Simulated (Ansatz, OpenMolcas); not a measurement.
## Strength of the C–H bond: C2H6N → C2H5N + H

Species: C2H6N `C[N]C`, doublet; C2H5N `C=NC`, singlet; H atom, doublet. 

Shapes, held fixed at every level: PBE0-D4/def2-TZVP. Programs: Ansatz 0.2.0, OpenMolcas 26.06. A level may come from different programs for different species; with the same settings they agree closely. The zero-point and thermal change to 298 K, harmonic and unscaled (PBE0-D4/def2-TZVP), is -19.7 kJ/mol.

```
               level                    kind  ΔH(298 K) (kJ/mol)  less CCSD(T)/CBS estimate
   PBE-D4/def2-TZVPP                     GGA              +141.6                       +1.9
       PBE0/def2-SVP           global hybrid              +152.3                      +12.6
 BHLYP-D4/def2-TZVPP           global hybrid              +168.5                      +28.8
  wB97X-V/def2-TZVPP  range-separated hybrid              +153.5                      +13.8
   B2PLYP/def2-TZVPP           double hybrid              +141.1                       +1.4
      MP2/def2-TZVPP     perturbation theory              +112.5                      -27.2
  CCSD(T)/def2-TZVPP   coupled cluster or CI              +138.8                       -0.9
CCSD(T)/CBS estimate   coupled cluster or CI              +139.7                        0.0
```

The highest level, CCSD(T)/CBS estimate, gives ΔH(298 K) = +139.7 kJ/mol; the levels span +112.5 to +168.5. A fragment pairs its electrons up again, so this isn't a typical strength of such a bond. The column of differences is taken from that level and isn't an error. No measured value is set beside it here. Open shells run unrestricted unless RO is named. The CBS estimate extrapolates MP2 from def2-TZVPP and def2-QZVPP and adds CCSD(T) − MP2 in the triple-zeta set, cores frozen.

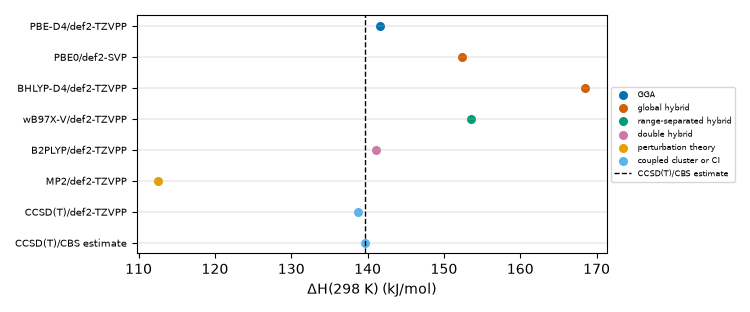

The values of the table, level by level.
